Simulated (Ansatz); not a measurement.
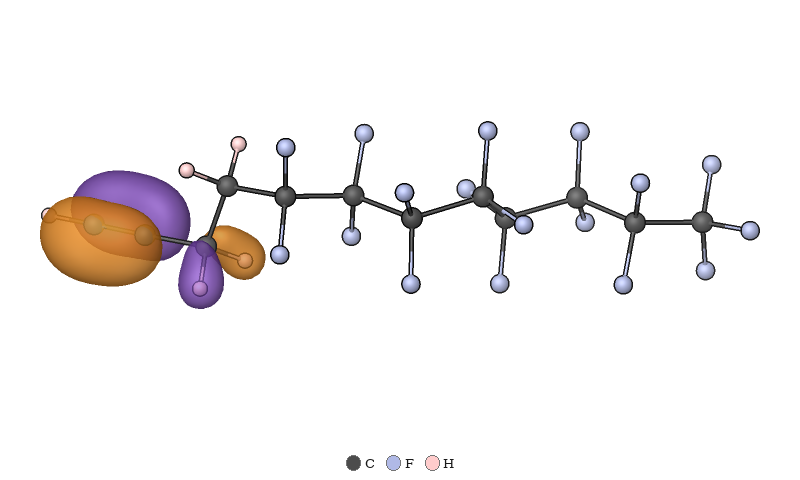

Figure 1: C12H5F17 (SMILES C#CCCC(F)(F)C(F)(F)C(F)(F)C(F)(F)C(F)(F)C(F)(F)C(F)(F)C(F)(F)F). The HOMO at ±0.15 Å⁻³ᐟ² (orange and purple are the two phases), seen from one side.

Geometry: PBE-D4/def2-SVP.

The calculation used RKS PBE0-D4/def2-TZVP (Ansatz 0.2.0).

| atom | x (Å) | y (Å) | z (Å) |
| --- | --- | --- | --- |
| C | 6.7034 | 0.2716 | -1.5393 |
| C | 5.6132 | 0.5521 | -1.0631 |
| C | 4.3124 | 0.8638 | -0.4783 |
| C | 3.8980 | -0.1661 | 0.5910 |
| C | 2.6435 | 0.1809 | 1.3868 |
| F | 2.6469 | 1.5021 | 1.7486 |
| F | 2.6326 | -0.5670 | 2.5294 |
| C | 1.3022 | -0.1095 | 0.6388 |
| F | 1.1857 | -1.4557 | 0.5100 |
| F | 1.3673 | 0.4428 | -0.6069 |
| C | 0.0271 | 0.4690 | 1.3378 |
| F | -0.0333 | 1.7963 | 1.0887 |
| F | 0.1298 | 0.2760 | 2.6762 |
| C | -1.3632 | -0.1649 | 0.9434 |
| F | -1.3933 | -1.4490 | 1.3633 |
| F | -2.2841 | 0.5496 | 1.6433 |
| C | -1.7597 | -0.1149 | -0.5625 |
| F | -1.7096 | 1.1649 | -0.9936 |
| F | -0.8633 | -0.8543 | -1.2662 |
| C | -3.1647 | -0.7207 | -0.9397 |
| F | -3.2754 | -0.5448 | -2.2837 |
| F | -3.1434 | -2.0444 | -0.6718 |
| C | -4.4297 | -0.0988 | -0.2628 |
| F | -4.2918 | 1.2446 | -0.1675 |
| F | -4.5642 | -0.6300 | 0.9746 |
| C | -5.7560 | -0.3843 | -1.0446 |
| F | -5.8366 | -1.6855 | -1.3691 |
| F | -5.8177 | 0.3549 | -2.1597 |
| F | -6.7959 | -0.0682 | -0.2583 |
| H | 7.6668 | 0.0330 | -1.9676 |
| H | 4.3434 | 1.8729 | -0.0134 |
| H | 3.5487 | 0.9165 | -1.2811 |
| H | 4.7013 | -0.2602 | 1.3500 |
| H | 3.7594 | -1.1725 | 0.1473 |

> What is the character of this orbital?

Its weight (Hirshfeld) is mainly on C1 (about 45 %), C2 (about 35 %) and C3 (about 5 %); π-bonding across C1–C2. Its energy is −8.03 eV.
